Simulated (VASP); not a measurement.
Band structure of Ni$_{3}$Fe (L1_2). Level of theory: optB88-vdW, VASP's PBE PAW potentials (set 64) (plane waves; VASP).

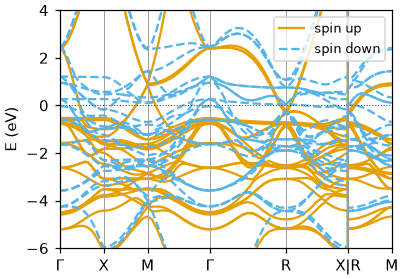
Figure. Bands along high-symmetry lines, zero at the valence-band maximum or, without a gap, the Fermi level

Q: Read the plot: is there a gap, and where are the band edges?

A: It has no gap at this level: it comes out as a metal or semimetal. (Edges off the drawn lines would not show.)

The compound is Ni3Fe in the L1_2 structure. It was relaxed first.
